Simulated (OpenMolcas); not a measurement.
**Single-point calculation of H2**

System: H2, SMILES [H][H].
Method: FCI/3-21G, RHF (OpenMolcas 26.06).

The geometry comes from this level: PBE0-D4/def2-TZVP.

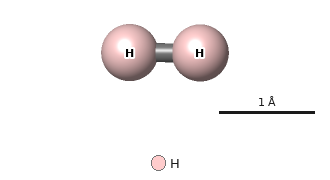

**Figure 1.** The structure (ball-and-stick view, seen on its broad side). Bond lengths as drawn: H–H 0.75 Å.

## Input
```
&gateway
  baslib
  $CurrDir
  coord
  2
  angstrom
  H        0.319300      -0.099200       0.165500
  H       -0.319300       0.099200      -0.165500
  basis
  3-21G
  group
  NoSym

&seward

&rasscf
  fileorb
  $CurrDir/step1.ScfOrb
  spin
  1
  nactel
  2 0 0
  inactive
  0
  ras2
  4
  ciroot
  3 3 1
  orblisting
  Nothing
  cionly
```

Machine: 1 thread of Intel Xeon (Sapphire Rapids), 64 GiB of memory available, shared host.

Launch command:
```bash
export MOLCAS_MEM=1860
pymolcas step2.input > step2.log
```

## Output
```
--- Start Module: gateway ---

                                              &GATEWAY

                       available to each process: 1.9 GB of memory, 1 thread

 Basis Set     1 Label: H.3-21G
 Basis set is read from library:.
 basistype.tbl is not found

++    Symmetry information:
      ---------------------

                    Character Table for C1

                             E
                    a        1  x, y, xy, Rz, z, xz, Ry, yz, Rx, I
--

++    Basis set information:
      ----------------------

      Basis set label: H.3-21G.........

      Electronic valence basis set:
      ------------------
      Associated Effective Charge   1.000000 au
      Associated Actual Charge      1.000000 au
      Nuclear Model: Point charge

      Shell  nPrim  nBasis  Cartesian Spherical Contaminant
         s       3       2        X
--

++    Molecular structure info:
      -------------------------

                    ************************************************
                    **** Cartesian Coordinates / bohr, angstrom ****
                    ************************************************

     Center  Label                x              y              z                     x              y              z
        1      H1               0.603390      -0.187461       0.312750              0.319300      -0.099200       0.165500
        2      H2              -0.603390       0.187461      -0.312750             -0.319300       0.099200      -0.165500
--

            Nuclear Potential Energy              0.70921424 au

--- Stop Module: gateway /rc=_RC_ALL_IS_WELL_ ---

--- Start Module: seward ---

                                              &SEWARD

                       available to each process: 1.9 GB of memory, 1 thread

               SEWARD will generate:
                  Multipole Moment integrals up to order  2
                  Kinetic Energy integrals
                  Nuclear Attraction integrals (point charge)
                  One-Electron Hamiltonian integrals
                  Velocity integrals
                  Orbital angular momentum around (  0.0000   0.0000   0.0000 )
                  Velocity quadrupole around (  0.0000   0.0000   0.0000 )
                  Two-Electron Repulsion integrals

                   Integrals are discarded if absolute value <: 1.00E-14
                   Integral cutoff threshold is set to       <: 1.00E-16

            Nuclear Potential Energy              0.70921424 au

      Basis set specifications :
      Symmetry species         a
      Basis functions            4

--- Stop Module: seward /rc=_RC_ALL_IS_WELL_ ---
--- Module seward spent 1 second ---

--- Start Module: rasscf ---

                                              &RASSCF

                       available to each process: 1.9 GB of memory, 1 thread

      Header of the ONEINT file:
      --------------------------

      OrdInt status: non-squared

      Cartesian coordinates in angstrom:
      -----------------------------------------------------
      No.  Label        X            Y            Z
      -----------------------------------------------------
       1   H1         0.31930000  -0.09920000   0.16550000
       2   H2        -0.31930000   0.09920000  -0.16550000
      -----------------------------------------------------
      Nuclear repulsion energy =    0.70921424

++    Wave function specifications:
      -----------------------------

      Number of closed shell electrons           0
      Number of electrons in active shells       2
      Max number of holes in RAS1 space          0
      Max nr of electrons in RAS3 space          0
      Number of inactive orbitals                0
      Number of active orbitals                  4
      Number of secondary orbitals               0
      Spin quantum number                      0.0
      State symmetry                             1
--

++    Orbital specifications:
      -----------------------

      Symmetry species                           1
                                                 a
      Frozen orbitals                            0
      Inactive orbitals                          0
      Active orbitals                            4
      RAS1 orbitals                              0
      RAS2 orbitals                              4
      RAS3 orbitals                              0
      Secondary orbitals                         0
      Deleted orbitals                           0
      Number of basis functions                  4
--

++    CI expansion specifications:
      ----------------------------

      Number of CSFs                            10
      Number of spin combinations               10
      Number of determinants                    16
      Number of root(s) required                 3
      Root chosen for geometry opt.              3
      CI roots used                              1     2     3
      weights                                0.333 0.333 0.333
      highest root included in the CI            3
      max. size of the explicit Hamiltonian     10
--

++    Optimization specifications:
      ----------------------------

      RASSCF algorithm: Conventional
      Maximum number of macro iterations       200
      Maximum number of SX iterations          100
      Threshold for RASSCF energy            1.000E-08
      Threshold for max MO rotation          1.000E-01
      Threshold for max BLB element          1.000E-04
      Level shift parameter                  5.000E-01
      Make Quasi-Newton update
--

      The MO-coefficients are taken from the file:
      step1.ScfOrb
      Title: SCF orbitals

      Total molecular charge    0.00

      ************************************************************************************************************************
      *                                            Wave function control section                                             *
      ************************************************************************************************************************

                                         CASCI only, no orbital optimization will be done.
                                         -------------------------------------------------

          iter iter root      energy       change     param      element    value   shift minimum  type update hh:mm:ss
 Nr of preliminary CI iterations:   1
        1   1    0    0    -0.58249486    0.00E+00   0.00E+00    4   4 1  0.00E+00   0.00   0.00    SX    NO    0:00:00

      ************************************************************************************************************************
                                                      Wave function printout:
                       occupation of active orbitals, and spin coupling of open shells (u,d: Spin up or down)
      ************************************************************************************************************************

      Note: transformation to natural orbitals
      has been made, which may change the order of the CSFs.

      printout of CI-coefficients larger than  0.05 for root  1
      energy=      -1.147869
      conf/sym  1111     Coeff  Weight
             1  2000   0.99265 0.98536
             3  0200  -0.08465 0.00716
             7  0u0d   0.06149 0.00378

      printout of CI-coefficients larger than  0.05 for root  2
      energy=      -0.565660
      conf/sym  1111     Coeff  Weight
             2  ud00   0.99200 0.98406
             6  0ud0  -0.11675 0.01363

      printout of CI-coefficients larger than  0.05 for root  3
      energy=      -0.033956
      conf/sym  1111     Coeff  Weight
             1  2000   0.09063 0.00821
             3  0200   0.97674 0.95401
             4  u0d0  -0.06215 0.00386
             7  0u0d  -0.17681 0.03126

      Natural orbitals and occupation numbers for root  1
      sym 1:   1.970853   0.024433   0.004445   0.000270

      Natural orbitals and occupation numbers for root  2
      sym 1:   0.998655   0.998655   0.001345   0.001345

      Natural orbitals and occupation numbers for root  3
      sym 1:   0.021811   1.967821   0.004867   0.005501

      ************************************************************************************************************************
      *                                                    Final results                                                     *
      ************************************************************************************************************************

++    Final optimization conditions:
      ------------------------------

      Average CI energy                              -0.58249486
      RASSCF energy for state  3                     -0.03395580
      Super-CI energy                                 0.00000000
      RASSCF energy change                            0.00000000
      Max change in MO coefficients               0.000E+00
      Max non-diagonal density matrix element     0.000E+00
      Maximum BLB matrix element                  0.000E+00
      (orbital pair   4,   4 in symmetry   1)
      Norm of electronic gradient            0.000E+00
--

      Final state energy(ies):
      ------------------------

::    RASSCF root number  1 Total energy:     -1.14786857
::    RASSCF root number  2 Total energy:     -0.56566021
::    RASSCF root number  3 Total energy:     -0.03395580
      Von Neumann Entropy (Root   1) =  0.11983

      Mulliken population analysis for root number:  1
      -----------------------------------------------

++    Molecular charges:
      ------------------

      Mulliken charges per centre
      ---------------------------

                H1      H2
      Total    1.0000  1.0000

      N-E      0.0000 -0.0000

      Total electronic charge=    2.000000

      Total            charge=   -0.000000
--

      Expectation values of various properties for root number:  1
      -----------------------------------------------------------

++    Molecular properties:
      ---------------------

      Charge (e):
                      =   -0.0000
      Dipole Moment (debye):
      Origin of the operator (angstrom)=    0.0000    0.0000    0.0000
                   X=  4.5856E-15               Y= -1.4639E-15               Z=  2.4339E-15           Total=  5.3939E-15
      Quadrupole Moment (debye*angstrom):
      Origin of the operator (angstrom)=    0.0000    0.0000    0.0000
                  XX= -1.6902E+00              XY= -9.0913E-02              XZ=  1.5167E-01              YY= -1.9545E+00
                  YZ= -4.7122E-02              ZZ= -1.9042E+00
      In traceless form (debye*angstrom)
                  XX=  2.3920E-01              XY= -1.3637E-01              XZ=  2.2751E-01              YY= -1.5738E-01
                  YZ= -7.0683E-02              ZZ= -8.1820E-02
--

      Von Neumann Entropy (Root   2) =  1.01477

      Mulliken population analysis for root number:  2
      -----------------------------------------------

++    Molecular charges:
      ------------------

      Mulliken charges per centre
      ---------------------------

                H1      H2
      Total    1.0000  1.0000

      N-E     -0.0000  0.0000

      Total electronic charge=    2.000000

      Total            charge=   -0.000000
--

      Expectation values of various properties for root number:  2
      -----------------------------------------------------------

++    Molecular properties:
      ---------------------

      Charge (e):
                      =   -0.0000
      Dipole Moment (debye):
      Origin of the operator (angstrom)=    0.0000    0.0000    0.0000
                   X= -6.2082E-15               Y=  1.9753E-15               Z= -3.6685E-15           Total=  7.4767E-15
      Quadrupole Moment (debye*angstrom):
      Origin of the operator (angstrom)=    0.0000    0.0000    0.0000
                  XX= -4.6239E+00              XY=  6.6525E-01              XZ= -1.1099E+00              YY= -2.6894E+00
                  YZ=  3.4481E-01              ZZ= -3.0579E+00
      In traceless form (debye*angstrom)
                  XX= -1.7503E+00              XY=  9.9787E-01              XZ= -1.6648E+00              YY=  1.1516E+00
                  YZ=  5.1722E-01              ZZ=  5.9870E-01
--

      Von Neumann Entropy (Root   3) =  0.13864

      Mulliken population analysis for root number:  3
      -----------------------------------------------

++    Molecular charges:
      ------------------

      Mulliken charges per centre
      ---------------------------

                H1      H2
      Total    1.0000  1.0000

      N-E     -0.0000  0.0000

      Total electronic charge=    2.000000

      Total            charge=    0.000000
--

      Expectation values of various properties for root number:  3
      -----------------------------------------------------------

++    Molecular properties:
      ---------------------

      Charge (e):
                      =    0.0000
      Dipole Moment (debye):
      Origin of the operator (angstrom)=    0.0000    0.0000    0.0000
                   X= -6.7726E-15               Y=  1.9753E-15               Z= -2.8219E-15           Total=  7.5982E-15
      Quadrupole Moment (debye*angstrom):
      Origin of the operator (angstrom)=    0.0000    0.0000    0.0000
                  XX= -6.6490E+00              XY=  1.1709E+00              XZ= -1.9534E+00              YY= -3.2440E+00
                  YZ=  6.0688E-01              ZZ= -3.8927E+00
      In traceless form (debye*angstrom)
                  XX= -3.0806E+00              XY=  1.7563E+00              XZ= -2.9301E+00              YY=  2.0268E+00
                  YZ=  9.1033E-01              ZZ=  1.0537E+00
--

      Average orbitals are written to the RASORB file
      Natural orbitals for root   1 are written to the RASORB.1 file
      Natural orbitals for root   2 are written to the RASORB.2 file
      Natural orbitals for root   3 are written to the RASORB.3 file
      Spin density orbitals for root   1 are written to the SPDORB.1 file
      Spin density orbitals for root   2 are written to the SPDORB.2 file
      Spin density orbitals for root   3 are written to the SPDORB.3 file

--- Stop Module: rasscf /rc=_RC_ALL_IS_WELL_ ---
           step2.SpdOrb.1 step2.SpdOrb.2 step2.SpdOrb.3 xmldump
--- Module rasscf spent 1 second ---

.##################.
.# Happy landing! #.
.##################.

    Timing: Wall=2.35 User=1.69 System=0.58
```

## Results in brief

- outcome: converged
- total energy: −1.147869 hartree
- basis functions: 4
- wall time: 2.6 s
- peak memory: 0.37 GiB
